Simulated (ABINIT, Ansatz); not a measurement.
## A GW run on LiBiB2O6 (R-3) in ABINIT, with inputs changed

A base run on LiBiB2O6 (R-3), then changed inputs.

Method: LDA and many-body steps on it, plane waves, in ABINIT 10.8.3.

## (1) Set-up

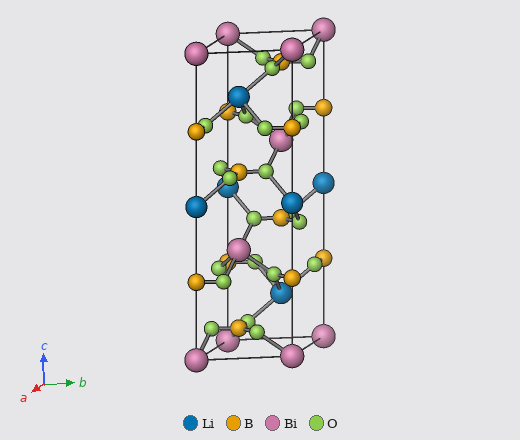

The cell as given, slightly off an axis (lithium blue, boron orange, bismuth pink, oxygen green). This picture shows the conventional cell, with its axes. Bonds to atoms that aren't drawn are left out. Some periodic images of atoms are drawn too.

The cell and positions are those that the Materials Project relaxed with its own functionals (PBE, PBE+U or r2SCAN), kept fixed. Spin-orbit coupling is left out unless a step names it.

## (2) Screening, 2×2×2 mesh, 101 bands, screening to 114.3 eV

This step: ABINIT 10.8.3; RPA screening on LDA, plane waves, norm-conserving pseudopotentials.

The RPA dielectric matrix is built and inverted for each q.

Contents of run.abi:

```
acell 3*1.0 Angstrom
rprim 
  2.439250647883 1.408302018200 5.224968345293
  -2.439250647883 1.408302018200 5.224968345293
  0.000000000000 -2.816604036329 5.224968345313
ntypat 4
znucl 3 5 83 8
natom 10
typat 1 2 2 3 4 4 4 4 4 4
xred 
  0.500000000000 0.500000000000 0.500000000000
  0.254532000000 0.254532000000 0.254532000000
  0.745468000000 0.745468000000 0.745468000000
  0.000000000000 0.000000000000 0.000000000000
  0.031291000000 0.463879000000 0.746058000000
  0.536121000000 0.253942000000 0.968709000000
  0.253942000000 0.968709000000 0.536121000000
  0.746058000000 0.031291000000 0.463879000000
  0.463879000000 0.746058000000 0.031291000000
  0.968709000000 0.536121000000 0.253942000000
pp_dirpath "pseudos"
pseudos "Li.upf, B.upf, Bi.upf, O.upf"
ecut 36
ngkpt 2 2 2
nshiftk 1
shiftk 0 0 0
kptopt 1
chksymbreak 0
istwfk *1
occopt 1
irdwfk 1
optdriver 3
nband 101
ecuteps 4.2
inclvkb 2
awtr 1
symchi 1
indata_prefix "in"
outdata_prefix "out"
tmpdata_prefix "tmp"
```

Run with:

```bash
> OMP_NUM_THREADS=1 mpirun -n 4 abinit run.abi > log
```

Log:

```text
.Version 10.8.3 of ABINIT. v10.8.2 released Aug 2026.

 Symmetries : space group R-3 (#148); Bravais hR (rhombohedral)
[... echo of the input left out ...]
== DATASET  1 ==================================================================
-   mpi_nproc: 4, omp_nthreads: 1 (-1 if OMP is not activated)

--- !DatasetInfo
iteration_state: {dtset: 1, }
dimensions: {natom: 10, nkpt: 4, mband: 101, nsppol: 1, nspinor: 1, nspden: 1, mpw: 7556, }
cutoff_energies: {ecut:  36.0, pawecutdg:  -1.0, }
electrons: {nelect:   6.00000000E+01, charge:   0.00000000E+00, occopt:   1.00000000E+00, tsmear:   1.00000000E-02, }

 SCREENING: Calculation of the susceptibility and dielectric matrices

 Based on a program developped by R.W. Godby, V. Olevano, G. Onida, and L. Reining.
 Incorporated in ABINIT by V. Olevano, G.-M. Rignanese, and M. Torrent.
.Using double precision arithmetic ; gwpc =  8

[... cell and pseudopotentials left out ...]
--------------------------------------------------------------------------------

 ==== K-mesh for the wavefunctions ====
 Number of points in the irreducible wedge :     4
[... list of points left out ...]
 Together with  6 symmetry operations and time-reversal symmetry
 yields     8 points in the full Brillouin Zone.

 ==== Q-mesh for the screening function ====
 Number of points in the irreducible wedge :     4
[... list of points left out ...]
 Together with  6 symmetry operations and time-reversal symmetry
 yields     8 points in the full Brillouin Zone.

 setmesh: FFT mesh size selected  =    45x   45x   45
          total number of points  =        91125

 vcoul_init : cutoff-mode = AUXILIARY_FUNCTION
 q-points for optical limit:   1
     1)      0.000010    0.000020    0.000030

- screening: taking advantage of time-reversal symmetry
- Maximum band index for partially occupied states nbvw = 30
- Remaining bands to be divided among processors   nbcw = 71
- Number of bands treated by each node ~17

 Number of electrons calculated from density =   60.0000; Expected =   60.0000
 average of density, n =  0.082560
 r_s =    1.4247
 omega_plasma =   27.7166 [eV]

 calculating chi0 at frequencies [eV] :
  1    0.000000E+00    0.000000E+00
  2    0.000000E+00    2.771656E+01

--------------------------------------------------------------------------------
  q-point number  1        q = ( 0.000000, 0.000000, 0.000000) [r.l.u.]
--------------------------------------------------------------------------------
[... chi0 elements left out ...]
 For q-point:  0.000010 0.000020 0.000030
  dielectric constant =   5.6699
  dielectric constant without local fields =   6.8836

  Average fulfillment of the sum rule on Im[epsilon] for q-point    1 :     44.98  [%]
[... wings left out ...]
  q-point number  2        q = ( 0.500000, 0.000000, 0.000000) [r.l.u.]
--------------------------------------------------------------------------------
[... chi0 elements left out ...]
  Average fulfillment of the sum rule on Im[epsilon] for q-point    2 :     53.40  [%]

 [... 2 further q-points ...]
```

Elapsed: 38 s, on 4 MPI ranks of Arm Neoverse V1, shared host; peak memory 1.8 GiB.

Numbers from this step:

```yaml
eps_infinity_with_local_fields_on_this_mesh_along_the_program_s_q_direction: 5.670
the_same_without_local_fields: 6.884
plasma_frequency: 27.72 eV
plane_waves_in_the_screening_matrix: 309
```

Local fields lower ε∞ by 18 %. On a Γ-centred mesh this coarse the value itself is usually too large, while a short band sum pulls it down.

## (3) Base

The self-energy is evaluated for the states that the input lists, and the levels follow from it, in one-shot runs by the linearised quasiparticle equation.

This step: G0W0 on LDA, plane waves, norm-conserving pseudopotentials.

run.abi, as its differences from that of step 2:

```diff
@@ -31,8 +31,19 @@
 irdwfk 1
-optdriver 3
+optdriver 4
 nband 101
+gwcalctyp 0
+ecutsigx 36
+symsigma 1
+nkptgw 3
+kptgw 
+  0.5000000000 0.5000000000 0.0000000000
+  0.5000000000 0.5000000000 0.5000000000
+  0.0000000000 0.0000000000 0.0000000000
+bdgw 
+  29 32
+  29 32
+  29 32
 ecuteps 4.2
-inclvkb 2
-awtr 1
-symchi 1
+irdscr 1
+ppmodel 1
 indata_prefix "in"
```

Log:

```text
.Version 10.8.3 of ABINIT. v10.8.2 released Aug 2026.

 Symmetries : space group R-3 (#148); Bravais hR (rhombohedral)
[... echo of the input left out ...]
== DATASET  1 ==================================================================
-   mpi_nproc: 4, omp_nthreads: 1 (-1 if OMP is not activated)

--- !DatasetInfo
iteration_state: {dtset: 1, }
dimensions: {natom: 10, nkpt: 4, mband: 101, nsppol: 1, nspinor: 1, nspden: 1, mpw: 7556, }
cutoff_energies: {ecut:  36.0, pawecutdg:  -1.0, }
electrons: {nelect:   6.00000000E+01, charge:   0.00000000E+00, occopt:   1.00000000E+00, tsmear:   1.00000000E-02, }

 SIGMA: Calculation of the GW corrections

 Based on a program developped by R.W. Godby, V. Olevano, G. Onida, and L. Reining.
 Incorporated in ABINIT by V. Olevano, G.-M. Rignanese, and M. Torrent.
.Using double precision arithmetic ; gwpc =  8

[... cell and pseudopotentials left out ...]
--------------------------------------------------------------------------------

 ==== K-mesh for the wavefunctions ====
 Number of points in the irreducible wedge :     4
[... list of points left out ...]
 Together with  6 symmetry operations and time-reversal symmetry
 yields     8 points in the full Brillouin Zone.

 ==== Q-mesh for screening function ====
 Number of points in the irreducible wedge :     4
[... list of points left out ...]
 Together with  6 symmetry operations and time-reversal symmetry
 yields     8 points in the full Brillouin Zone.

 vcoul_init : cutoff-mode = AUXILIARY_FUNCTION
 q-points for optical limit:   1
     1)      0.000010    0.000020    0.000030
 setmesh: FFT mesh size selected  =    64x   64x   64
          total number of points  =       262144

 Number of electrons calculated from density =   60.0000; Expected =   60.0000
 average of density, n =  0.082560
 r_s =    1.4247
 omega_plasma =   27.7166 [eV]

 === KS Band Gaps ===
  >>>> For spin  1
   Minimum direct gap =   1.4787 [eV], located at k-point      :   0.0000  0.0000  0.0000
   Fundamental gap    =   1.2823 [eV], Top of valence bands at :   0.5000  0.5000  0.0000
                                       Bottom of conduction at :   0.5000  0.5000  0.5000
 SIGMA fundamental parameters:
 PLASMON POLE MODEL  1
 number of plane-waves for SigmaX                 7491
 number of plane-waves for SigmaC and W            309
 number of plane-waves for wavefunctions          7491
 number of bands                                   101
 number of independent spin polarizations            1
 number of spinorial components                      1
 number of k-points in IBZ                           4
 number of q-points in IBZ                           4
 number of symmetry operations                       6
 number of k-points in BZ                            8
 number of q-points in BZ                            8
 number of frequencies for dSigma/dE                 9
 frequency step for dSigma/dE [eV]                0.25
 number of omega for Sigma on real axis              0
 max omega for Sigma on real axis  [eV]           0.00
 zcut for avoiding poles [eV]                     0.10

 EPSILON^-1 parameters (SCR file):
 dimension of the eps^-1 matrix on file            309
 dimension of the eps^-1 matrix used               309
 number of plane-waves for wavefunctions          7491
 number of bands                                   101
 number of q-points in IBZ                           4
 number of frequencies                               2
 number of real frequencies                          1
 number of imag frequencies                          1

 matrix elements of self-energy operator (all in [eV])

 Perturbative Calculation

--- !SelfEnergy_ee
iteration_state: {dtset: 1, }
kpoint     : [   0.500,    0.500,    0.000, ]
spin       : 1
KS_gap     :    1.805
QP_gap     :    3.112
Delta_QP_KS:    1.307
data: !SigmaeeData |
     Band     E0 <VxcDFT>   SigX SigC(E0)      Z dSigC/dE  Sig(E)    E-E0       E
       29   1.116 -19.528 -24.410   5.227   0.764  -0.308 -19.264   0.263   1.379
       30   1.451 -19.818 -24.369   5.023   0.763  -0.310 -19.458   0.360   1.811
       31   3.256 -19.617 -16.743  -0.767   0.791  -0.264 -17.950   1.667   4.923
       32   7.920 -13.962  -9.074  -3.146   0.825  -0.213 -12.526   1.436   9.357

--- !SelfEnergy_ee
iteration_state: {dtset: 1, }
kpoint     : [   0.500,    0.500,    0.500, ]
spin       : 1
KS_gap     :    1.819
QP_gap     :    3.209
Delta_QP_KS:    1.390
data: !SigmaeeData |
     Band     E0 <VxcDFT>   SigX SigC(E0)      Z dSigC/dE  Sig(E)    E-E0       E
       29   0.915 -19.441 -24.653   5.446   0.763  -0.311 -19.263   0.178   1.093
       30   0.915 -19.441 -24.653   5.446   0.763  -0.311 -19.263   0.178   1.093
[...]
--- !SelfEnergy_ee
iteration_state: {dtset: 1, }
kpoint     : [   0.000,    0.000,    0.000, ]
spin       : 1
KS_gap     :    1.479
QP_gap     :    2.810
Delta_QP_KS:    1.332
data: !SigmaeeData |
     Band     E0 <VxcDFT>   SigX SigC(E0)      Z dSigC/dE  Sig(E)    E-E0       E
[...]
30   1.300 -19.809 -24.990   5.481   0.762  -0.312 -19.580   0.229   1.529
       31   2.779 -18.879 -16.259  -0.643   0.789  -0.268 -17.319   1.560   4.339
       32   8.132 -12.684  -6.854  -3.699   0.817  -0.224 -10.943   1.741   9.874

== END DATASET(S) ==============================================================
================================================================================

 -outvars: echo values of variables after computation  --------
           etotal      0.0000000000E+00
            nband         101
             nkpt           4
          spgroup         148
 [... the other variables as echoed above ...]

 Calculation completed.
```

The job ended after 14 s (4 MPI ranks; peak memory 1.1 GiB; 57 s of CPU time).

This step gave:

- G0W0 gap on the points computed: 2.49 eV
- starting gap on the mesh: 1.282 eV
- k of the valence top: 0.5, 0.5, 0
- k of the conduction bottom: 0.5, 0.5, 0.5
- Z at the valence top: 0.763
- Z at the conduction bottom: 0.791
- least direct G0W0 gap on the computed points: 2.810 eV

The gap on the mesh goes from 1.28 eV to 2.49 eV, a correction of +1.21 eV.

## (4) Fewer bands in the self-energy

run.abi, as its differences from that of step 3:

```diff
@@ -32,3 +32,3 @@
 optdriver 4
-nband 101
+nband 40
 gwcalctyp 0
```

Log:

```text
.Version 10.8.3 of ABINIT. v10.8.2 released Aug 2026.

 Symmetries : space group R-3 (#148); Bravais hR (rhombohedral)
[... echo of the input left out ...]
== DATASET  1 ==================================================================
-   mpi_nproc: 4, omp_nthreads: 1 (-1 if OMP is not activated)

--- !DatasetInfo
iteration_state: {dtset: 1, }
dimensions: {natom: 10, nkpt: 4, mband: 40, nsppol: 1, nspinor: 1, nspden: 1, mpw: 7556, }
cutoff_energies: {ecut:  36.0, pawecutdg:  -1.0, }
electrons: {nelect:   6.00000000E+01, charge:   0.00000000E+00, occopt:   1.00000000E+00, tsmear:   1.00000000E-02, }

 SIGMA: Calculation of the GW corrections

 Based on a program developped by R.W. Godby, V. Olevano, G. Onida, and L. Reining.
 Incorporated in ABINIT by V. Olevano, G.-M. Rignanese, and M. Torrent.
.Using double precision arithmetic ; gwpc =  8

[... cell and pseudopotentials left out ...]
--------------------------------------------------------------------------------

 ==== K-mesh for the wavefunctions ====
 Number of points in the irreducible wedge :     4
[... list of points left out ...]
 Together with  6 symmetry operations and time-reversal symmetry
 yields     8 points in the full Brillouin Zone.

 ==== Q-mesh for screening function ====
 Number of points in the irreducible wedge :     4
[... list of points left out ...]
 Together with  6 symmetry operations and time-reversal symmetry
 yields     8 points in the full Brillouin Zone.

 vcoul_init : cutoff-mode = AUXILIARY_FUNCTION
 q-points for optical limit:   1
     1)      0.000010    0.000020    0.000030
 setmesh: FFT mesh size selected  =    64x   64x   64
          total number of points  =       262144

 Number of electrons calculated from density =   60.0000; Expected =   60.0000
[...]
number of plane-waves for wavefunctions          7491
 number of bands                                   101
 number of q-points in IBZ                           4
 number of frequencies                               2
 number of real frequencies                          1
 number of imag frequencies                          1

 matrix elements of self-energy operator (all in [eV])

 Perturbative Calculation

--- !SelfEnergy_ee
iteration_state: {dtset: 1, }
kpoint     : [   0.500,    0.500,    0.000, ]
spin       : 1
KS_gap     :    1.805
QP_gap     :    3.159
Delta_QP_KS:    1.354
data: !SigmaeeData |
     Band     E0 <VxcDFT>   SigX SigC(E0)      Z dSigC/dE  Sig(E)    E-E0       E
       29   1.116 -19.528 -24.410   5.984   0.773  -0.293 -18.675   0.852   1.968
       30   1.451 -19.818 -24.369   5.860   0.773  -0.293 -18.806   1.013   2.464
       31   3.256 -19.617 -16.743   0.076   0.802  -0.247 -17.251   2.367   5.622
[...]
--- !SelfEnergy_ee
iteration_state: {dtset: 1, }
kpoint     : [   0.500,    0.500,    0.500, ]
spin       : 1
KS_gap     :    1.819
QP_gap     :    3.224
Delta_QP_KS:    1.406
data: !SigmaeeData |
     Band     E0 <VxcDFT>   SigX SigC(E0)      Z dSigC/dE  Sig(E)    E-E0       E
[...]
--- !SelfEnergy_ee
iteration_state: {dtset: 1, }
kpoint     : [   0.000,    0.000,    0.000, ]
spin       : 1
KS_gap     :    1.479
QP_gap     :    2.829
Delta_QP_KS:    1.350
data: !SigmaeeData |
     Band     E0 <VxcDFT>   SigX SigC(E0)      Z dSigC/dE  Sig(E)    E-E0       E
[...]
31   2.779 -18.879 -16.259   0.176   0.799  -0.251 -16.644   2.236   5.014
       32   8.132 -12.684  -6.854  -2.667   0.834  -0.198 -10.044   2.640  10.772

== END DATASET(S) ==============================================================
================================================================================

 -outvars: echo values of variables after computation  --------
           etotal      0.0000000000E+00
            nband          40
             nkpt           4
          spgroup         148
 [... the other variables as echoed above ...]

 Calculation completed.
```

Run time: 10 s. Hardware: 4 MPI ranks; peak memory 1.2 GiB; 41 s of CPU time.

This step gave:

```
G0W0 gap on the points computed              : 2.521 eV
starting gap on the mesh                     : 1.282 eV
k of the valence top                         : 0.5, 0.5, 0
k of the conduction bottom                   : 0.5, 0.5, 0.5
Z at the valence top                         : 0.773
Z at the conduction bottom                   : 0.802
least direct G0W0 gap on the computed points : 2.829 eV
```

(Part 1 of 2 ends here.)

[Paths, hosts, dates, memory and timing lines, banners, echoed tables and standing remarks are left out of the program output.]

[Logs are printed without paths, hosts, clocks, repeated set-up lines and the standing remarks that a program may print on its own settings, such as how far it seeks lower states.]

[Runs of the session that timed out or met a known fault of the program may be left out.]

[Hosts, paths, dates, database ids (printed as entryN), source tags and the programs' standing remarks are cut or masked in the printed files.]

[G0W0 gaps are taken among the corrected bands and points alone; a level outside them can change the order at an edge.]

[Where Ansatz stands beside ABINIT at settings called matched, ABINIT's density can come from a denser mesh and the files from another edition; pairs whose starting gaps differed by over 0.03 eV were left out, so agreement reads better than it is.]
